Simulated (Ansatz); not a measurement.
## EuIn2N2: relaxing a made-up structure

This structure for EuIn2N2 is made up. Its elements were placed in a known structure type with a cell scaled to their sizes. What cell does the guess relax to, and how far off was it?

Main program and level: Ansatz 0.2.0; DFT, PBE, plane-wave PAW, default files, scalar-relativistic, ferromagnetic start, cell and ions relaxed at zero pressure, in the first sound run; inputs show where later runs differ.

### Step 1. The starting structure

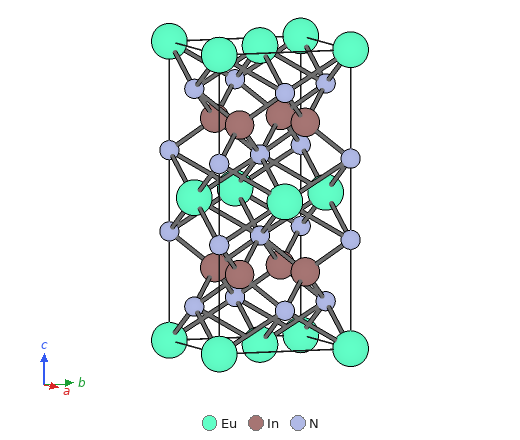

The cell as given, slightly off an axis (europium green, indium brown, nitrogen light blue). This picture shows the conventional cell, with its axes. Some periodic images of atoms are drawn too.

### Step 2. Relaxation of the guess

The guessed cell has no reason to be at equilibrium. It is relaxed with the atoms, within the space group of the guess.

Input file input.yaml:

```yaml
crystal:
  lattice:
    - [0.0, 2.822, 6.028]
    - [2.7845, 0.0, 6.028]
    - [2.7845, 2.822, 0.0]
  atoms:
    - { symbol: Eu, position: [0.0, 0.0, 0.0], spin: 7.0 }
    - { symbol: In, position: [0.25, 0.25, 0.25] }
    - { symbol: In, position: [0.75, 0.75, 0.75] }
    - { symbol: "N", position: [0.6358, 0.6358, 0.3642] }
    - { symbol: "N", position: [0.3642, 0.3642, 0.6358] }
magnetization:
  spin_polarized: true
kpoints:
  mp_grid: { grid: [7, 7, 7] }
scf:
  occupations: { method: fermi_dirac, width: 0.05 }
hamiltonian:
  xc: pbe
  pseudopotentials: { kind: paw }
relax:
  f_tol: 0.015
  max_steps: 70
  cell: {}
output:
  forces: true
  stress: true
```

Command:

```console
ansatz run input.yaml --threads 4 --pin off --max-ram 10240MiB --backend cpu --events-out ev --progress --plain --runs-dir out
```

Numbers of over 12 decimals in the logs are rounded to 6 here.

What it wrote:

```text
Engine: ansatz 0.2.0, x86_64-unknown-linux-gnu
Pseudopotentials: kind: paw
Pseudopotential: Eu, paw, valence charge 17, recommended cutoff 420 eV (normal), Eu.paw.azcp
Pseudopotential: In, paw, valence charge 13, recommended cutoff 420 eV (normal), In.paw.azcp
Pseudopotential: N, paw, valence charge 5, recommended cutoff 420 eV (normal), N.paw.azcp
Functional definition: PBE
  parameter kappa = 0.804
  parameter beta = 0.066725
  exchange = pbe_x(kappa = kappa, mu = beta*pi^2/3)
  correlation = pbe_c(beta = beta)
Crystal: 5 atoms, lattice volume = 94.734 Å³
Basis set: ecut = 420 eV, 1857 PW (Γ), exchange–correlation on 90×90×54 points (8 copies of the dense FFT grid, shifted against one another)
Bands: 36, of which v1, the nominal top of the filled ones, is band 27 counted from 1 (26 counted from 0)
Symmetry: 8 space group operations
Space group: Fmmm (ITA 69), of the structure as read, at distance tolerance 4.6e-5 Å
Magnetic group: BNS 69.521 (UNI 619), of the structure as read, at distance tolerance 4.6e-5 Å
k-points: 64 of 343
Non-local potential: Eu, projectors of the file, l = 0: 3, l = 1: 2, l = 2: 2, l = 3: 3
Non-local potential: In, projectors of the file, l = 0: 2, l = 1: 2, l = 2: 2, l = 3: 2
Non-local potential: N, projectors of the file, l = 0: 2, l = 1: 2, l = 2: 1
PAW form: soft (Blöchl's): semilocal exchange-correlation on the pseudo side does not see the compensation charge
PAW one-centre angular grid: Eu, 590 points (default); XC on 64 Gauss nodes
PAW one-centre angular grid: In, 590 points (default); XC on 64 Gauss nodes
PAW one-centre angular grid: N, 110 points (default); XC on 64 Gauss nodes
Initial density: superposition of atomic densities (chi_scale 0.1, normalization cell, long waves kept (reshape's long-wave potential 0.36 eV rms))
Starting moments: Σ|m| = 7 μB on 1 of 5 sites
Initial wavefunctions: pseudopotential atomic-orbital guess
Functional: x = pbe(κ = 0.804, μ = 0.219515), c = pbe(β = 0.066725)
SCF iter   1: F=—  HF=-20728.367406 eV  |F-HF|=—  |Δ(HF+E_count)|=         —  Δρ=2.93e-2 (↑2.93e-2 ↓2.83e-2)  dr2=8.33e0  dr2_m=1.48e-1  M=6.552 μB ∫|m|=6.584 μB  β_m=0.30  ethr=3.10e-3  ⟨swp⟩=6.1  Hψ=19019  notcnv=0
Mixer restart at iter 1: flushing history
preconditioner: auto → Kerker (q_TF=auto, 2.477 Å⁻¹)  [metal: Δε(μ)=0.021 eV  Ē_g=13.993 eV  σ=0.050 eV  W_gap=0.10  n_scr=28 (ndim 8)  ℏωp=27.2 eV  f_vac=0.000  D(μ)=9.98/eV (n_scr^D=120)]
spin=Collinear: Kerker preconditioning applied to the charge; magnetization (m = ρ↑ − ρ↓) channel mixes plain (no charge-response kernel on spin).
SCF iter   2: F=—  HF=-20727.616702 eV  |F-HF|=—  |Δ(HF+E_count)|=   7.51e-1  Δρ=2.18e-2 (↑2.18e-2 ↓1.93e-2)  dr2=4.66e0  dr2_m=1.18e-1  M=6.646 μB ∫|m|=6.674 μB  β_m=0.57  ethr=3.10e-3  ⟨swp⟩=2.1  Hψ=6656  notcnv=0  defer=106
SCF iter   3: F=—  HF=-20726.957266 eV  |F-HF|=—  |Δ(HF+E_count)|=   6.59e-1  Δρ=9.65e-3 (↑9.65e-3 ↓7.67e-3)  dr2=9.93e-1  dr2_m=1.89e-2  M=6.838 μB ∫|m|=6.866 μB  β_m=0.63  ethr=3.10e-3  ⟨swp⟩=3.1  Hψ=7855  notcnv=0  defer=109
SCF iter   4: F=—  HF=-20727.006751 eV  |F-HF|=—  |Δ(HF+E_count)|=   4.95e-2  Δρ=1.18e-2 (↑1.18e-2 ↓4.37e-3)  dr2=2.20e-1  dr2_m=2.31e-2  M=7.098 μB ∫|m|=7.127 μB  β_m=0.82  ethr=1.87e-3  ⟨swp⟩=3.4  Hψ=7822  notcnv=0  defer=120
SCF iter   5: F=—  HF=-20727.249678 eV  |F-HF|=—  |Δ(HF+E_count)|=   2.43e-1  Δρ=2.98e-3 (↑2.98e-3 ↓2.64e-3)  dr2=4.21e-2  dr2_m=3.36e-4  M=7.185 μB ∫|m|=7.217 μB  β_m=0.81  ethr=4.14e-4  ⟨swp⟩=3.8  Hψ=10878  notcnv=0  defer=176
SCF iter   6: F=—  HF=-20727.269403 eV  |F-HF|=—  |Δ(HF+E_count)|=   1.97e-2  Δρ=4.38e-3 (↑4.38e-3 ↓1.36e-3)  dr2=2.77e-2  dr2_m=3.79e-3  M=7.234 μB ∫|m|=7.265 μB  β_m=0.74  ethr=7.95e-5  ⟨swp⟩=2.7  Hψ=9720  notcnv=0  defer=195
SCF iter   7: F=—  HF=-20727.276313 eV  |F-HF|=—  |Δ(HF+E_count)|=   6.91e-3  Δρ=7.05e-4 (↑7.05e-4 ↓6.35e-4)  dr2=2.57e-3  dr2_m=4.64e-5  M=7.249 μB ∫|m|=7.279 μB  β_m=0.87  ethr=5.22e-5  ⟨swp⟩=3.5  Hψ=9823  notcnv=0  defer=198
SCF iter   8: F=—  HF=-20727.276568 eV  |F-HF|=—  |Δ(HF+E_count)|=   2.55e-4  Δρ=2.30e-4 (↑2.30e-4 ↓2.08e-4)  dr2=3.50e-4  dr2_m=1.35e-6  M=7.243 μB ∫|m|=7.270 μB  β_m=0.93  ethr=4.85e-6  ⟨swp⟩=2.3  Hψ=9270  notcnv=0  defer=207
SCF iter   9: F=—  HF=-20727.276601 eV  |F-HF|=—  |Δ(HF+E_count)|=   3.29e-5  Δρ=1.43e-4 (↑1.43e-4 ↓6.12e-5)  dr2=7.06e-5  dr2_m=3.90e-6  M=7.245 μB ∫|m|=7.272 μB  β_m=0.97  ethr=6.60e-7  ⟨swp⟩=2.0  Hψ=8109  notcnv=0  defer=209
SCF iter  10: F=—  HF=-20727.278277 eV  |F-HF|=—  |Δ(HF+E_count)|=   1.68e-3  Δρ=8.64e-5 (↑8.64e-5 ↓1.93e-5)  dr2=1.12e-5  dr2_m=1.64e-6  M=7.246 μB ∫|m|=7.273 μB  β_m=0.98  ethr=1.33e-7  ⟨swp⟩=2.0  Hψ=6830  notcnv=0  defer=209
SCF iter  11: F=—  HF=-20727.278284 eV  |F-HF|=—  |Δ(HF+E_count)|=   6.70e-6  Δρ=8.87e-6 (↑8.36e-6 ↓8.87e-6)  dr2=2.57e-7  dr2_m=1.15e-8  M=7.246 μB ∫|m|=7.273 μB  β_m=0.99  ethr=2.12e-8  ⟨swp⟩=2.0  Hψ=8074  notcnv=0  defer=209
SCF iter  12: F=—  HF=-20727.278284 eV  |F-HF|=—  |Δ(HF+E_count)|=   1.14e-7  Δρ=1.11e-5 (↑1.11e-5 ↓2.66e-6)  dr2=1.90e-7  dr2_m=2.56e-8  M=7.246 μB ∫|m|=7.273 μB  β_m=1.00  ethr=4.85e-10  ⟨swp⟩=2.0  Hψ=7653  notcnv=0  defer=209
SCF iter  13: F=—  HF=-20727.278284 eV  |F-HF|=—  |Δ(HF+E_count)|=   1.30e-7  Δρ=4.16e-6 (↑4.16e-6 ↓2.65e-6)  dr2=3.67e-8  dr2_m=3.28e-9  M=7.246 μB ∫|m|=7.273 μB  β_m=0.85  ethr=3.58e-10  ⟨swp⟩=2.0  Hψ=8075  notcnv=0  defer=209
SCF iter  14: F=-20727.278284 eV  HF=-20727.278284 eV  |F-HF|=6.94e-9  |Δ(HF+E_count)|=   2.13e-9  Δρ=1.68e-6 (↑1.68e-6 ↓8.66e-7)  dr2=8.95e-9  dr2_m=3.40e-10  M=7.246 μB ∫|m|=7.273 μB  ethr=6.93e-11  ⟨swp⟩=1.8  Hψ=14120  notcnv=0
SCF 1 converged in 14 iterations: F = -20727.278284 eV  dr2 = 8.95e-9
  greatest PAW one-centre occupation: 1.000 electrons in one spin orbital (limit 2), on the Eu atom at site 0 (counted from 0), in its partial waves of l = 0
relax step   1: F+E_penalty+E_count = -20727.27828423 eV  Δ(F+E_penalty+E_count) = +0.000e0 eV  max|allowed force component| = 5.613e-2 eV/Å  Δτ_max = 0.0000 Å  P = +1.464 GPa  Ω = 94.734 Å³  (14 SCF iters, dr2 threshold 1.00e-7 eV, accepted)
Crystal: 5 atoms, lattice volume = 97.702 Å³
Basis set: ecut = 420 eV, 1903 PW (Γ), exchange–correlation on 90×90×54 points (8 copies of the dense FFT grid, shifted against one another)
Initial density: handed on by an earlier stage of this run
Starting moments: Σ|m| = 7 μB on 1 of 5 sites; this step starts from the density that it was given
Initial wavefunctions: those handed on with the density
iter 1 solved again at ethr=8.66e-5 eV; its pass at ethr=3.10e-3 eV (dr2=4.59e-2 eV) is discarded
[...]
SCF iter   8: F=—  HF=-20727.349414 eV  |F-HF|=—  |Δ(HF+E_count)|=   5.93e-7  Δρ=1.07e-5 (↑1.07e-5 ↓3.00e-6)  dr2=2.74e-7  dr2_m=1.97e-8  M=7.413 μB ∫|m|=7.419 μB  β_m=0.96  ethr=1.61e-9  ⟨swp⟩=2.0  Hψ=7568  notcnv=0
SCF iter   9: F=-20727.349414 eV  HF=-20727.349414 eV  |F-HF|=2.39e-8  |Δ(HF+E_count)|=   3.65e-8  Δρ=1.88e-6 (↑1.88e-6 ↓1.35e-6)  dr2=3.31e-8  dr2_m=2.79e-10  M=7.413 μB ∫|m|=7.420 μB  ethr=5.17e-10  ⟨swp⟩=3.1  Hψ=18274  notcnv=0
SCF 3 converged in 9 iterations: F = -20727.349414 eV  dr2 = 3.31e-8
relax step   3: F+E_penalty+E_count = -20727.34941365 eV  Δ(F+E_penalty+E_count) = -1.482e-2 eV  max|allowed force component| = 1.758e-1 eV/Å  Δτ_max = 0.0414 Å  P = -0.793 GPa  Ω = 98.499 Å³  energy of the carried Pulay correction = -5.715e-3 eV  (9 SCF iters, dr2 threshold 5.00e-7 eV, accepted)
[...]
relax step   4: F+E_penalty+E_count = -20727.35774553 eV  Δ(F+E_penalty+E_count) = -8.332e-3 eV  max|allowed force component| = 2.153e-3 eV/Å  Δτ_max = 0.0484 Å  P = -0.076 GPa  Ω = 98.645 Å³  energy of the carried Pulay correction = -5.933e-3 eV  (9 SCF iters, dr2 threshold 5.00e-7 eV, accepted)
[...]
relax step   5: F+E_penalty+E_count = -20727.35841536 eV  Δ(F+E_penalty+E_count) = -6.698e-4 eV  max|allowed force component| = 7.498e-4 eV/Å  Δτ_max = 0.0029 Å  P = +0.006 GPa  Ω = 98.511 Å³  energy of the carried Pulay correction = -5.733e-3 eV  (7 SCF iters, dr2 threshold 2.28e-7 eV, accepted)
[...]
relax step   6: F+E_penalty+E_count = -20727.35840618 eV  Δ(F+E_penalty+E_count) = +9.180e-6 eV  max|allowed force component| = 1.496e-3 eV/Å  Δτ_max = 0.0016 Å  P = -0.014 GPa  Ω = 98.543 Å³  energy of the carried Pulay correction = -5.781e-3 eV  (8 SCF iters, dr2 threshold 9.08e-9 eV, accepted)
[...]
relax step   7: F+E_penalty+E_count = -20727.36734877 eV  Δ(F+E_penalty+E_count) = -8.943e-3 eV  max|allowed force component| = 2.974e-3 eV/Å  Δτ_max = 0.0000 Å  P = +0.080 GPa  Ω = 98.543 Å³  stress off target by 1.53e-1 GPa  SCF on the basis re-selected at this cell (its energy is not comparable with the rows above)  (10 SCF iters)
[...]
relax step   8: F+E_penalty+E_count = -20727.36723654 eV  Δ(F+E_penalty+E_count) = +1.122e-4 eV  max|allowed force component| = 6.140e-4 eV/Å  Δτ_max = 0.0074 Å  P = +0.007 GPa  Ω = 98.773 Å³  energy of the carried Pulay correction = -3.306e-4 eV  (8 SCF iters, dr2 threshold 5.83e-8 eV, accepted)
iter 1 solved again at ethr=3.13e-8 eV; its pass at ethr=3.10e-3 eV (dr2=1.66e-5 eV) is discarded
SCF iter   1: F=—  HF=-20727.367587 eV  |F-HF|=—  |Δ(HF+E_count)|=         —  Δρ=6.74e-6 (↑6.74e-6 ↓6.71e-6)  dr2=2.63e-8  dr2_m=3.68e-9  M=7.460 μB ∫|m|=7.464 μB  β_m=0.65  ethr=3.13e-8  ⟨swp⟩=4.0  Hψ=34343  notcnv=0
spin=Collinear: Kerker preconditioning applied to the charge; magnetization (m = ρ↑ − ρ↓) channel mixes plain (no charge-response kernel on spin).
SCF iter   2: F=—  HF=-20727.367585 eV  |F-HF|=—  |Δ(HF+E_count)|=   2.49e-6  Δρ=3.84e-6 (↑3.84e-6 ↓2.86e-6)  dr2=1.87e-8  dr2_m=1.96e-9  M=7.460 μB ∫|m|=7.465 μB  β_m=0.52  ethr=4.95e-11  ⟨swp⟩=2.7  Hψ=8984  notcnv=0
SCF iter   3: F=—  HF=-20727.367585 eV  |F-HF|=—  |Δ(HF+E_count)|=   8.79e-9  Δρ=1.45e-6 (↑1.44e-6 ↓1.45e-6)  dr2=1.30e-9  dr2_m=1.68e-10  M=7.460 μB ∫|m|=7.464 μB  β_m=0.54  ethr=3.53e-11  ⟨swp⟩=2.1  Hψ=6817  notcnv=0
SCF iter   4: F=—  HF=-20727.367585 eV  |F-HF|=—  |Δ(HF+E_count)|=   5.69e-9  Δρ=2.98e-7 (↑2.98e-7 ↓2.54e-7)  dr2=1.90e-10  dr2_m=2.85e-11  M=7.460 μB ∫|m|=7.464 μB  β_m=0.64  ethr=2.45e-12  ⟨swp⟩=2.0  Hψ=8025  notcnv=0
SCF iter   5: F=—  HF=-20727.367585 eV  |F-HF|=—  |Δ(HF+E_count)|=  2.76e-10  Δρ=3.16e-7 (↑3.16e-7 ↓1.35e-7)  dr2=1.38e-10  dr2_m=2.50e-11  M=7.460 μB ∫|m|=7.464 μB  β_m=0.82  ethr=1.00e-12  ⟨swp⟩=1.0  Hψ=4609  notcnv=0
SCF iter   6: F=—  HF=-20727.367585 eV  |F-HF|=—  |Δ(HF+E_count)|=  2.62e-10  Δρ=1.63e-7 (↑1.63e-7 ↓9.10e-8)  dr2=7.98e-11  dr2_m=3.51e-12  M=7.460 μB ∫|m|=7.464 μB  β_m=0.91  ethr=1.00e-12  ⟨swp⟩=1.5  Hψ=5283  notcnv=0
SCF iter   7: F=—  HF=-20727.367585 eV  |F-HF|=—  |Δ(HF+E_count)|=  3.64e-11  Δρ=3.33e-8 (↑3.14e-8 ↓3.33e-8)  dr2=8.46e-12  dr2_m=1.72e-14  M=7.460 μB ∫|m|=7.464 μB  β_m=0.95  ethr=1.00e-12  ⟨swp⟩=1.6  Hψ=5047  notcnv=0
SCF iter   8: F=-20727.367585 eV  HF=-20727.367585 eV  |F-HF|=1.46e-11  |Δ(HF+E_count)|=  1.09e-11  Δρ=8.48e-8 (↑8.48e-8 ↓1.48e-8)  dr2=7.86e-12  dr2_m=1.53e-12  M=7.460 μB ∫|m|=7.464 μB  ethr=1.00e-12  ⟨swp⟩=2.9  Hψ=14871  notcnv=0
SCF 9 converged in 8 iterations: F = -20727.367585 eV  dr2 = 7.86e-12
relax step   9: F+E_penalty+E_count = -20727.36758457 eV  Δ(F+E_penalty+E_count) = -3.480e-4 eV  max|allowed force component| = 7.008e-4 eV/Å  Δτ_max = 0.0000 Å  P = +0.008 GPa  Ω = 98.773 Å³  stress off target by 2.55e-2 GPa  SCF on the basis re-selected at this cell (its energy is not comparable with the rows above)  (8 SCF iters)
basis re-selected at this cell: Δ(F+E_penalty+E_count) = -3.480e-4 eV, ΔP = +0.001 GPa vs the last step (what re-selecting the basis moved, of the pressure what is left beyond the Pulay correction that the steps carried, after the strain that the cell walked since its last selection, with what the two solves' SCF thresholds leave and, on support functions, any second-order correction that the steps lacked; it is no m [...]
SCF converged after 8 iterations
Magnetization: 7.4600 μB (30.2300 up, 22.7700 down)
Absolute magnetization: 7.4650 μB (∫|ρ↑−ρ↓|, with the PAW one-centre terms)
Spin contamination: 0.0213 ħ² per cell (⟨S²⟩ above its minimum at these occupations)
Per-site moments (μB) at R_I (Å): [(6.974987, 1.392719), (0.014589, 0.983701), (0.014589, 0.983701), (0.036624, 0.983701), (0.036624, 0.983701)]
Free energy (F): -20727.367585 eV
Harris-Foulkes:  -20727.367585 eV  (|F-HF|=1.46e-11)
Internal energy: -20727.339865 eV  (E = F + TS)
E sigma→0 (E₀):  -20727.353725 eV
Entropy (-TS):   -0.027719 eV (-5.544 meV/atom)
Fermi energy:    11.081812 eV
--- Per-component energies (eV) ---
  E_band       = -23.062997
  E_kinetic    = 1085.212806
  E_local      = -4619.909777  (includes V_loc(G=0)·N_el)
  E_nonlocal   = 1307.525214
  E_hartree    = 1812.433207
  E_xc         = -725.191439
  E_vxc        = -550.595519  (∫ρ·V_xc dr)
  E_paw        = -14954.186510  (= ΣΔE_a)
  E_vpaw       = -870.162277  (= ΣTr[D̂ρ^β])
  E_aug_tail   = 0.000223  (compensation charges beyond the density's cutoff)
  E_ewald      = -4633.223589
  E_smearing   = -0.027719  (= −TS)
  E_closure    = 0.000000  (closes the sum)
  Σ components = -20727.367585   (vs F -20727.367585, Δ=0.00e0)
--- Forces (eV/Å), atoms counted from 1 ---
  atom   1  Eu    -0.00000000     0.00000000     0.00000000
  atom   2  In     0.00000000     0.00000000    -0.00000000
  atom   3  In    -0.00000000    -0.00000000     0.00000000
  atom   4  N     -0.00000000    -0.00000000     0.00070078
  atom   5  N      0.00000000    -0.00000000    -0.00070078
  max |Σ_I F_I| component: 2.78e-17 eV/Å
--- Stress (GPa, compression-positive) ---
        0.025495       0.000000       0.000000
        0.000000       0.003259       0.000000
        0.000000       0.000000      -0.005631
  P = ⅓ Tr σ = 0.0077 GPa (0.077 kbar)
--- Relaxed structure (7 steps of the walk, 7 accepted, 2 SCFs on fresh bases) ---
  F+E_penalty+E_count = -20727.36758457 eV   max|allowed force component| = 7.008e-4 eV/Å   (the final SCF, on the basis selected at the relaxed cell)
  cell:  # Å, volume = 98.7729 Å³
    - [0, 2.914907, 5.817120]
    - [2.912561, 0, 5.817120]
    - [2.912561, 2.914907, 0]
  atoms:
    - { symbol: Eu, position: [0, 0, 0] }
    - { symbol: In, position: [0.250000, 0.250000, 0.250000] }
    - { symbol: In, position: [0.750000, 0.750000, 0.750000] }
    - { symbol: N, position: [0.646784, 0.646784, 0.353216] }
    - { symbol: N, position: [0.353216, 0.353216, 0.646784] }
```

Wall time 52 s (4 threads of Intel Xeon Platinum 8488C (Sapphire Rapids), shared host); peak memory 0.76 GiB.

Step by step:

| step | energy less that of the first step (eV) | largest force component (eV/Å) | pressure (GPa) | volume (Å³) |
| --- | --- | --- | --- | --- |
| 1 | 0.0000 | 0.0561 | 1.46 | 94.73 |
| 2 | -0.0563 | 0.3091 | -1.03 | 97.70 |
| 3 | -0.0711 | 0.1758 | -0.79 | 98.50 |
| 4 | -0.0795 | 0.0022 | -0.08 | 98.65 |
| 5 | -0.0801 | 0.0008 | 0.01 | 98.51 |
| 6 | -0.0801 | 0.0015 | -0.01 | 98.54 |
| 7* | -0.0891 | 0.0030 | 0.08 | 98.54 |
| 8 | -0.0890 | 0.0006 | 0.01 | 98.77 |
| 9* | -0.0893 | 0.0007 | 0.01 | 98.77 |

Relaxation steps marked * repeat the geometry before them on a plane-wave basis chosen anew for their cell, so energy and pressure can jump there.

Forces are held to the 8 operations that the run works with; a distortion that breaks them can't arise in this run.

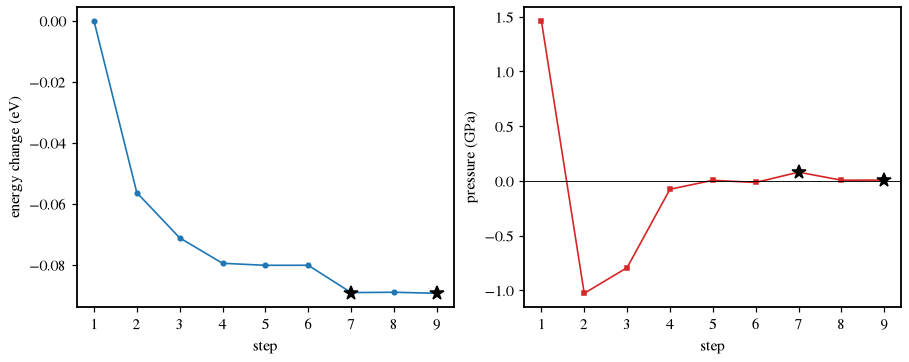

Energy and pressure along the relaxation. Stars mark steps on a basis chosen anew.

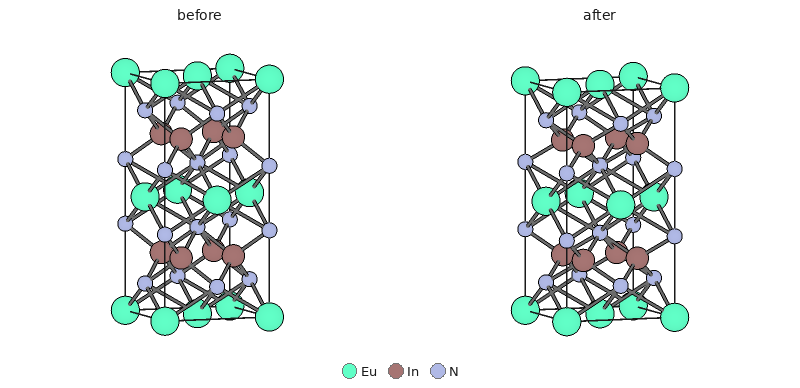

The structure before and after the relaxation, drawn at the same scale.

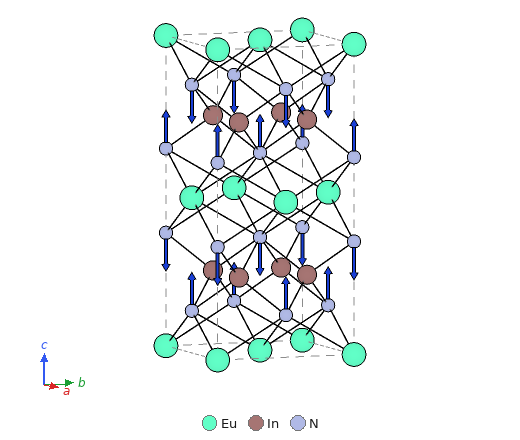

Displacements in the relaxation, exaggerated, measured against the changing cell; the longest in the cell stands for 0.13 Å. Some periodic images of atoms are drawn too.

| cell as run | before | after | change |
| --- | --- | --- | --- |
| a (Å) | 6.656 | 6.507 | -2.2 % |
| b (Å) | 6.640 | 6.506 | -2.0 % |
| c (Å) | 3.964 | 4.121 | +3.9 % |
| α (°) | 72.87 | 71.55 | -1.8 % |
| β (°) | 72.43 | 71.52 | -1.3 % |
| γ (°) | 34.70 | 36.92 | +6.4 % |
| volume (Å³/atom) | 18.95 | 19.75 | +4.3 % |

The atoms that moved most (Å, as changes of fractional coordinates times the final cell):

| atom | dx | dy | dz | length |
| --- | --- | --- | --- | --- |
| N4 | 0.000 | 0.000 | 0.128 | 0.128 |
| N5 | 0.000 | 0.000 | -0.128 | 0.128 |

The relaxed structure:

```xyz
5
Lattice="0.0000 2.9149 5.8171 2.9126 0.0000 5.8171 2.9126 2.9149 0.0000" Properties=species:S:1:pos:R:3 pbc="T T T"
Eu    0.0000    0.0000    0.0000
In    1.4563    1.4575    2.9086
In    4.3688    4.3724    8.7257
N     2.9126    2.9149    7.5248
N     2.9126    2.9149    4.1094
```

Numbers from this step:

```
free energy             : -20727.3676 eV
energy at zero smearing : -20727.3537 eV
smearing term TS        : 0.02772 eV
Fermi energy            : 11.08 eV
magnetization           : 7.460 μB
absolute magnetization  : 7.465 μB
site moments            : 6.975, 0.01459, 0.01459, 0.03662, 0.03662 μB
electrons               : 53
symmetry operations     : 8
pressure                : 0.007708 GPa
```

Site moment by atom:

| atom | site moment (μB) |
| --- | --- |
| Eu1 | 6.97 |
| In2 | 0.01 |
| In3 | 0.01 |
| N4 | 0.04 |
| N5 | 0.04 |

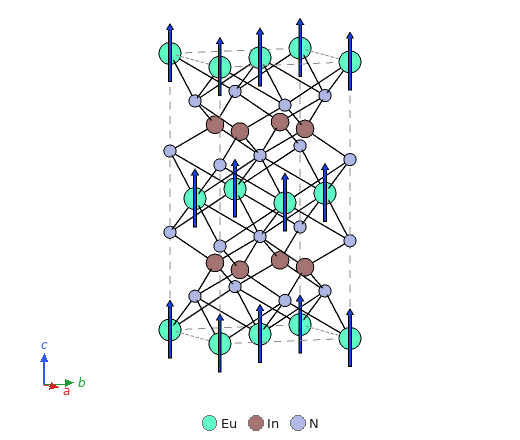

Site moment as arrows, the longest 6.97 μB. Up and down stand for the sign. Arrows give size and sign along the axis of quantisation, drawn up and down the page. Some periodic images of atoms are drawn too.

Shortest distances by pair of elements, guess and relaxed (not always the same contact):

| pair | guess (Å) | relaxed (Å) |
| --- | --- | --- |
| In–N | 2.413 | 2.385 |
| In–In | 2.784 | 2.913 |
| Eu–N | 3.230 | 3.376 |
| N–N | 3.274 | 3.415 |
| Eu–In | 3.607 | 3.564 |

The relaxation ends with a largest force component of 7.0e-4 eV/Å and a pressure of 0.01 GPa.

(Part 1 of 2 ends here.)

[Logs are printed without paths, hosts, clocks, repeated set-up lines and the standing remarks that a program may print on its own settings, such as how far it seeks lower states.]

[Hosts, paths, dates, database ids (printed as entryN), source tags and the programs' standing remarks are cut or masked in the printed files.]
